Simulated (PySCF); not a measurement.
# SiNHF3 (SMILES [NH][Si](F)(F)F) at 5 levels

Aim: a comparison of 5 runs (UB2PLYP/def2-SVP, UB2PLYP/ma-def2-SVP, UB2PLYP/def2-SVPD, UB2PLYP/def2-TZVP, UB2PLYP/ma-def2-TZVP) of SiNHF3. 

The results are computed with PySCF 2.14.0.

## Step 1: The structure to begin with

SiNHF3: 6 atoms, total charge 0, spin state doublet. SMILES: `[NH][Si](F)(F)F`. The shape is that of a PBE0-D4/def2-TZVP optimisation.

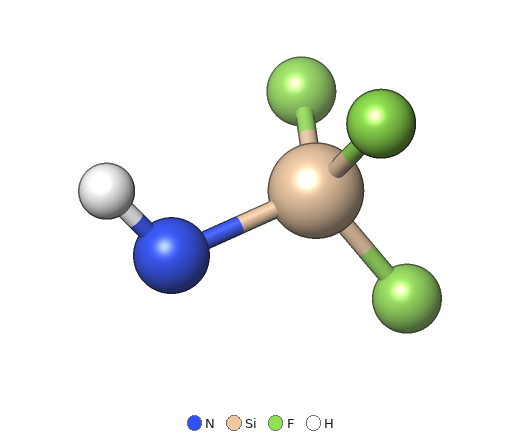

The structure, seen from a chosen angle (nitrogen blue, silicon light orange, fluorine green, hydrogen white).

## Step 2: A single-point energy at UB2PLYP/def2-SVP (run 1)

Input file input.xyz:

```xyz
6
F3HNSi
N     -0.974500     0.604600     0.713900
Si     0.193600    -0.089600    -0.346100
F     -0.087100     0.387600    -1.812600
F      0.123100    -1.661400    -0.330200
F      1.652300     0.359600     0.035600
H     -0.865300     0.335400     1.693200
```

Input file calc.py:

```python
# [NH][Si](F)(F)F
from pyscf import gto, dft, mp

mol = gto.Mole()
mol.atom = 'input.xyz'
mol.max_memory = 1860
mol.spin = 1
mol.basis = 'def2-svp'
mol.verbose = 4
mol.charge = 0
mol.build()

ks = dft.UKS(mol, xc='0.53*HF + 0.47*B88, 0.73*LYP')
ks.grids.level = 4
ks.conv_tol = 1e-10
ks.kernel()
if not ks.converged:
    ks = ks.newton().run(ks.mo_coeff, ks.mo_occ)

pt = mp.MP2(ks, frozen=9).run()
e_final = ks.e_tot + 0.27 * pt.e_corr
print('PT2 part  %.8f' % (0.27 * pt.e_corr))
print(f'total energy: {e_final:.8f} hartree')
```

The run is started by

```sh
$ OMP_NUM_THREADS=1 python calc.py
```

Output:

```text
PySCF version 2.14.0

[... 57 lines left out ...]
WARN: HOMO -0.292416412201434 >= LUMO -0.292416412201433
[... 50 lines left out ...]
converged SCF energy = -643.496971534131  <S^2> = 0.75369333  2S+1 = 2.0036899
[... 1 line left out ...]
******** <class 'pyscf.mp.ump2.UMP2'> ********
nocc = (np.int64(16), np.int64(15)), nmo = (70, 70)
frozen orbitals 9
E(UMP2) = -644.416986783387  E_corr = -0.92001524925658
E(SCS-UMP2) = -644.382959835191  E_corr = -0.885988301060539
E_corr(same-spin) = -0.251573074670028
E_corr(oppo-spin) = -0.668442174586552
PT2 part  -0.24840412
total energy: -643.74537565 hartree
```

Run time: 20 s. Hardware: 1 thread of Arm Neoverse V2, shared host; peak memory 0.41 GiB.

## Step 3: A single-point energy at UB2PLYP/ma-def2-SVP (run 2)

Input file job.py:

```python
from pyscf import gto, dft, mp

mol = gto.Mole()
mol.atom = '''
N     -1.841538     1.142528     1.349075
Si     0.365851    -0.169319    -0.654034
F     -0.164595     0.732458    -3.425318
F      0.232625    -3.139591    -0.623988
F      3.122394     0.679546     0.067274
H     -1.635180     0.633814     3.199684
'''
mol.max_memory = 1860
mol.verbose = 3
mol.charge = 0
mol.spin = 1
mol.unit = 'bohr'
mol.basis = 'ma-def2-svp'
mol.build()

mf = dft.UKS(mol, xc='0.53*HF + 0.47*B88, 0.73*LYP')
mf.grids.level = 4
mf.conv_tol = 1e-10
mf.kernel()
if not mf.converged:
    mf = mf.newton().run(mf.mo_coeff, mf.mo_occ)

pt = mp.MP2(mf, frozen=9).run()
e_tot = mf.e_tot + 0.27 * pt.e_corr
print('PT2 part  %.8f' % (0.27 * pt.e_corr))
print('Final energy', e_tot)
```

The run is started by

```sh
$ OMP_NUM_THREADS=1 python job.py
```

Output:

```text
converged SCF energy = -643.51229347321  <S^2> = 0.75415334  2S+1 = 2.004149
E(UMP2) = -644.450366606116  E_corr = -0.938073132906333
E(SCS-UMP2) = -644.414538476939  E_corr = -0.902245003729445
PT2 part  -0.25327975
Final energy -643.7655732190946
```

Run time: 26 s. Hardware: 1 thread of Arm Neoverse V2, shared host; peak memory 0.49 GiB.

Run 3 isn't shown in full; the table further down has it.

## Step 4: The energy at UB2PLYP/def2-TZVP (run 4)

Input file job.py:

```python
from pyscf import gto, dft, mp

mol = gto.M(
    atom='''
N     -1.841538     1.142528     1.349075
Si     0.365851    -0.169319    -0.654034
F     -0.164595     0.732458    -3.425318
F      0.232625    -3.139591    -0.623988
F      3.122394     0.679546     0.067274
H     -1.635180     0.633814     3.199684
''',
    spin=1,
    basis='def2-tzvp',
    verbose=4,
    max_memory=1860,
    unit='bohr',
)

mf = dft.UKS(mol, xc='0.53*HF + 0.47*B88, 0.73*LYP')
mf.grids.level = 4
mf.conv_tol = 1e-10
mf.kernel()
if not mf.converged:
    mf = mf.newton().run(mf.mo_coeff, mf.mo_occ)

pt = mp.MP2(mf, frozen=9).run()
etot = mf.e_tot + 0.27 * pt.e_corr
print('PT2 part  %.8f' % (0.27 * pt.e_corr))
print('E = %.10f Eh' % etot)
```

The run is started by

```sh
$ OMP_NUM_THREADS=1 python job.py
```

Output:

```text
PySCF version 2.14.0

[... 57 lines left out ...]
WARN: HOMO -0.291048228243222 >= LUMO -0.291048228243225
[... 50 lines left out ...]
converged SCF energy = -644.075534508353  <S^2> = 0.75439432  2S+1 = 2.0043895
[... 1 line left out ...]
******** <class 'pyscf.mp.ump2.UMP2'> ********
nocc = (np.int64(16), np.int64(15)), nmo = (158, 158)
frozen orbitals 9
E(UMP2) = -645.280024354925  E_corr = -1.20448984657176
E(SCS-UMP2) = -645.245967007038  E_corr = -1.17043249868554
E_corr(same-spin) = -0.317256135231431
E_corr(oppo-spin) = -0.887233711340327
PT2 part  -0.32521226
E = -644.4007467669 Eh
```

It took 93 s on 1 thread of Arm Neoverse V2, shared host; peak memory 1.6 GiB.

## Step 5: A single-point energy at UB2PLYP/ma-def2-TZVP (run 5)

Input file job.py:

```python
# [NH][Si](F)(F)F
from pyscf import gto, dft, mp

mol = gto.Mole()
mol.atom = '''
N   -0.974500   0.604600   0.713900
Si   0.193600  -0.089600  -0.346100
F   -0.087100   0.387600  -1.812600
F    0.123100  -1.661400  -0.330200
F    1.652300   0.359600   0.035600
H   -0.865300   0.335400   1.693200
'''
mol.spin = 1
mol.max_memory = 1860
mol.charge = 0
mol.verbose = 3
mol.basis = 'ma-def2-tzvp'
mol.build()

myscf = dft.UKS(mol)
myscf.xc = '0.53*HF + 0.47*B88, 0.73*LYP'
myscf.conv_tol = 1e-10
myscf.grids.level = 4
myscf.kernel()
if not myscf.converged:
    myscf = myscf.newton().run(myscf.mo_coeff, myscf.mo_occ)

pt = mp.MP2(myscf, frozen=9).run()
energy = myscf.e_tot + 0.27 * pt.e_corr
print('PT2 part  %.8f' % (0.27 * pt.e_corr))
print('E = %.10f Eh' % energy)
```

The run is started by

```sh
$ OMP_NUM_THREADS=1 python job.py
```

Output:

```text
converged SCF energy = -644.076713078259  <S^2> = 0.75447795  2S+1 = 2.004473
E(UMP2) = -645.283847335746  E_corr = -1.20713425748662
E(SCS-UMP2) = -645.249606407731  E_corr = -1.17289332947166
PT2 part  -0.32592625
E = -644.4026393278 Eh
```

It took 2 min on 1 thread of Arm Neoverse V2, shared host; peak memory 2.5 GiB.

## Step 6: The series

```csv
run,level,energy (Eh),dipole moment (D),HOMO energy (eV),LUMO energy (eV),wall time
1,UB2PLYP/def2-SVP,-643.745376,1.98,-10.48,-2.24,20 s
2,UB2PLYP/ma-def2-SVP,-643.765573,2.06,-10.79,-2.76,26 s
3,UB2PLYP/def2-SVPD,-643.794477,1.92,-10.80,-2.68,38 s
4,UB2PLYP/def2-TZVP,-644.400747,1.88,-10.70,-2.50,93 s
5,UB2PLYP/ma-def2-TZVP,-644.402639,1.88,-10.74,-2.60,2 min
```

Convergence of the dipole moment (SCF part) of doublet SiNHF3 with the basis set, against the last point:

```csv
basis set,from the last (D),wall time
def2-SVP,+0.1026,20 s
ma-def2-SVP,+0.1732,26 s
def2-SVPD,+0.0348,38 s
def2-TZVP,-0.0057,93 s
ma-def2-TZVP,+0.0000,2 min
```

Convergence of the HOMO energy (SCF part's orbitals) (highest over α and β) of doublet SiNHF3 with the basis set, against the last point:

```csv
basis set,from the last (eV),wall time
def2-SVP,+0.2590,20 s
ma-def2-SVP,-0.0509,26 s
def2-SVPD,-0.0564,38 s
def2-TZVP,+0.0344,93 s
ma-def2-TZVP,+0.0000,2 min
```

## Step 7: Outcome

| quantity | value |
| --- | --- |
| run 5: total energy | -644.40264 Eh |
| run 5: dipole moment (SCF part) | 1.88 D |
| run 5: HOMO energy (SCF part's orbitals) (highest over α and β) | -10.74 eV |
| run 5: LUMO energy (SCF part's orbitals) (lowest over α and β) | -2.60 eV |
| run 5: ⟨S²⟩ | 0.754 |

In words: For the dipole moment (SCF part) of doublet SiNHF3 to stay within 0.1 D of the last point, def2-SVPD is the first point of the series from which all later ones do (38 s against 2 min). For the HOMO energy (SCF part's orbitals) (highest over α and β) of doublet SiNHF3 to stay within 0.1 eV of the last point, ma-def2-SVP is the first point of the series from which all later ones do (26 s against 2 min). The dipole moment (its size) runs from 1.88 D (UB2PLYP/def2-TZVP) to 2.06 D (UB2PLYP/ma-def2-SVP). A double hybrid's value is that of its SCF part. All runs together took 5 min, the longest 2 min.
